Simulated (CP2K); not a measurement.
**[CF2]+ (SMILES F[C+]F): AM1**

Aim: the energy change on altering one bond length of [CF2]+ at AM1, from 2 runs. 

The results are computed with CP2K 2026.2.

5 further runs of the same task are left out: 3 that didn't finish, 2 set aside as unsound or not needed.

### 1 The structure to begin with

[CF2]+: 3 atoms, total charge +1, spin state doublet. SMILES: `F[C+]F`. The shape is that of a PBE0-D4/def2-TZVP optimisation.

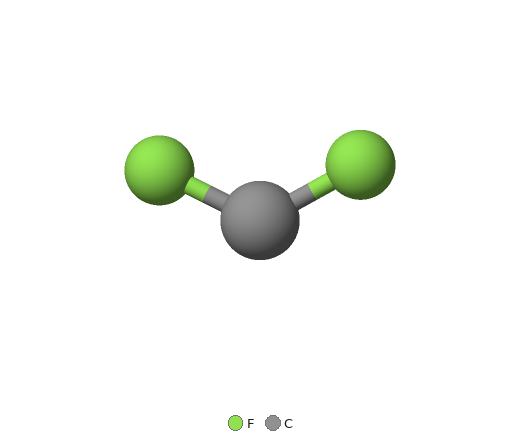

The structure, seen from a chosen angle (fluorine green, carbon grey).

### 2 The energy at AM1

File molecule.pdb:

```
HETATM    1 F    MOL A   1       0.379   0.973   0.316  1.00  0.00           F
HETATM    2 C    MOL A   1       0.276  -0.221   0.127  1.00  0.00           C
HETATM    3 F    MOL A   1      -0.655  -0.752  -0.443  1.00  0.00           F
END
```

File run.inp:

```
&FORCE_EVAL
 METHOD QUICKSTEP
 &DFT
  CHARGE 1
  MULTIPLICITY 2
  UKS T
  &QS
   METHOD AM1
   EPS_DEFAULT 1.0E-10
   &SE
    &COULOMB
     CUTOFF [angstrom] 50
     RC_RANGE [angstrom] 0
    &END COULOMB
    &EXCHANGE
     CUTOFF [angstrom] 50
     RC_RANGE [angstrom] 0
    &END EXCHANGE
   &END SE
  &END QS
  &POISSON
   PERIODIC NONE
   POISSON_SOLVER ANALYTIC
  &END POISSON
  &SCF
   SCF_GUESS ATOMIC
   EPS_SCF 1.0E-07
   MAX_SCF 150
   ADDED_MOS 2
   &DIAGONALIZATION
    ALGORITHM STANDARD
   &END DIAGONALIZATION
   &MIXING
    METHOD DIRECT_P_MIXING
    ALPHA 0.4
   &END MIXING
  &END SCF
  &PRINT
   &MOMENTS
    PERIODIC F
    REFERENCE COM
    MAX_MOMENT 1
   &END MOMENTS
   &MO ON
    ENERGIES T
    OCCUPATION_NUMBERS T
    NDIGITS 6
    &EACH
     QS_SCF 0
    &END EACH
    ADD_LAST NUMERIC
   &END MO
   &HIRSHFELD OFF
   &END HIRSHFELD
  &END PRINT
 &END DFT
 &SUBSYS
  &CELL
   ABC 11 11.7 10.8
   PERIODIC NONE
  &END CELL
  &TOPOLOGY
   COORD_FILE_NAME molecule.pdb
   COORD_FILE_FORMAT PDB
   CONN_FILE_FORMAT OFF
   &CENTER_COORDINATES
   &END CENTER_COORDINATES
  &END TOPOLOGY
 &END SUBSYS
&END FORCE_EVAL

&GLOBAL
 PROJECT run
 RUN_TYPE ENERGY
 PRINT_LEVEL MEDIUM
&END GLOBAL
```

Launch:

```bash
$ OMP_NUM_THREADS=1 cp2k.psmp -i run.inp > run.out 2>&1
```

Standard output:

```text
CP2K| version string:                                       CP2K version 2026.2
[...]
 GLOBAL| Method name                                                        CP2K
[...]
 GLOBAL| Run type                                                         ENERGY
[...]
                             - Atoms:                                          3
[...]
                             - Spherical basis functions:                     12
[...]
 Number of electrons:                                                          9
[...]
     1 P_Mix/Diag. 0.40E+00    0.0     0.46604004       -36.3002655613 -3.63E+01
[...]
    17 DIIS/Diag.  0.87E-07    0.0     0.00000009       -39.9280974543 -3.06E-13
  *** SCF run converged in    17 steps ***
  Core-core repulsion energy [eV]:                            844.39413392458698
  Core Hamiltonian energy [eV]:                             -1759.34888908885455
  Two-electron integral energy [eV]:                         -343.08806265478040
  Electronic energy [eV]:                                   -1930.89292041624503
  Total energy [eV]:                                        -1086.49878649165771
  Atomic reference energy [eV]:                              1094.44574691470075
  Heat of formation [kcal/mol]:                               183.26127547355159
[...]
 SE_DIPOLE| Moment [Debye]         -0.54398741       0.43214326      -0.25069476
 SE_DIPOLE| Derivative [a.u.]       0.00000000       0.00000000       0.00000000
 ENERGY| Total FORCE_EVAL ( QS ) energy [hartree]            -39.928097454326171
[...]
```

It took 1.9 s on 1 thread of Intel Xeon at 2.50GHz (Skylake/Cascade Lake), shared host; peak memory 0.18 GiB.

### 3 The distorted shape

File molecule.pdb:

```
HETATM    1 F    MOL A   1       1.124   1.397   0.773  1.00  0.00           F
HETATM    2 C    MOL A   1       1.020   0.203   0.584  1.00  0.00           C
HETATM    3 F    MOL A   1      -0.655  -0.752  -0.443  1.00  0.00           F
END
```

File molecule.inp:

```
&GLOBAL
  PROJECT molecule
  RUN_TYPE ENERGY
  PRINT_LEVEL MEDIUM
&END GLOBAL

&FORCE_EVAL
  METHOD Quickstep
  &DFT
    CHARGE 1
    MULTIPLICITY 2
    UNRESTRICTED_KOHN_SHAM T
    # Quickstep
    &QS
      METHOD AM1
      EPS_DEFAULT 1.0E-10
      &SE
        &COULOMB
          CUTOFF [angstrom] 50
          RC_RANGE [angstrom] 0
        &END COULOMB
        &EXCHANGE
          CUTOFF [angstrom] 50
          RC_RANGE [angstrom] 0
        &END EXCHANGE
      &END SE
    &END QS
    &POISSON
      PERIODIC NONE
      POISSON_SOLVER ANALYTIC
    &END POISSON
    &SCF
      SCF_GUESS ATOMIC
      EPS_SCF 1.0E-07
      MAX_SCF 40
      &OT
        MINIMIZER CG
        PRECONDITIONER FULL_SINGLE_INVERSE
      &END OT
      &OUTER_SCF
        EPS_SCF 1.0E-07
        MAX_SCF 10
      &END OUTER_SCF
    &END SCF
    # extra output
    &PRINT
      &MOMENTS
        PERIODIC F
        REFERENCE COM
        MAX_MOMENT 1
      &END MOMENTS
      &MO_CUBES
        NLUMO 3
        NHOMO -1
        WRITE_CUBE F
      &END MO_CUBES
      &HIRSHFELD OFF
      &END HIRSHFELD
    &END PRINT
  &END DFT
  # atoms, cell and kinds
  &SUBSYS
    &CELL
      ABC 11.8 12.1 11.2
      PERIODIC NONE
    &END CELL
    &TOPOLOGY
      COORD_FILE_NAME molecule.pdb
      COORD_FILE_FORMAT PDB
      CONN_FILE_FORMAT OFF
      &CENTER_COORDINATES
      &END CENTER_COORDINATES
    &END TOPOLOGY
  &END SUBSYS
&END FORCE_EVAL
```

Launch:

```bash
$ OMP_NUM_THREADS=1 cp2k.psmp molecule.inp > molecule.out
```

Standard output:

```text
CP2K| version string:                                       CP2K version 2026.2
[...]
 GLOBAL| Method name                                                        CP2K
[...]
 GLOBAL| Run type                                                         ENERGY
[...]
                             - Atoms:                                          3
[...]
                             - Spherical basis functions:                     12
[...]
 Number of electrons:                                                          9
[...]
     1 OT CG       0.80E-01    0.1     0.30304394       -37.2763401478 -3.73E+01
[...]
    27 OT CG       0.37E+00    0.0     0.00000008       -39.7939408190 -6.75E-13
  *** SCF run converged in    27 steps ***
  Core-core repulsion energy [eV]:                            660.94686896805706
  Core Hamiltonian energy [eV]:                             -1750.18985336899300
  Two-electron integral energy [eV]:                           12.78957122272899
  Electronic energy [eV]:                                   -1743.79506775762843
  Total energy [eV]:                                        -1082.84819878957137
  Atomic reference energy [eV]:                              1094.44574691470075
  Heat of formation [kcal/mol]:                               267.44583446197993
[...]
 SE_DIPOLE| Moment [Debye]         -2.38057340      -1.08808500      -1.42990343
 SE_DIPOLE| Derivative [a.u.]       0.00000000       0.00000000       0.00000000
 *** WARNING in qs_scf_post_se.F:140 :: Printing of MO cube files not ***
 *** implemented for Semi-Empirical method.                           ***
 ENERGY| Total FORCE_EVAL ( QS ) energy [hartree]            -39.793940818951427
[...]
```

Wall time 8.4 s (1 thread of Intel Xeon at 2.50GHz (Skylake/Cascade Lake), shared host); peak memory 0.18 GiB.

### 4 What came out

Level: AM1.

```
                                                         quantity           value
                                        first shape: total energy    -39.92810 Eh
                  first shape: HOMO energy (highest over α and β)       -20.77 eV
                   first shape: LUMO energy (lowest over α and β)        -9.82 eV
                                   first shape: heat of formation  183.3 kcal/mol
                                    distorted shape: total energy    -39.79394 Eh
                               distorted shape: heat of formation  267.4 kcal/mol
energy change with the C2–F3 bond stretched from 1.214 to 2.185 Å        3.651 eV
```

What this shows: With the C2–F3 bond stretched from 1.214 to 2.185 Å the energy rises by 3.65 eV (84 kcal/mol). The first shape isn't relaxed at this level, so the change isn't measured from a minimum.
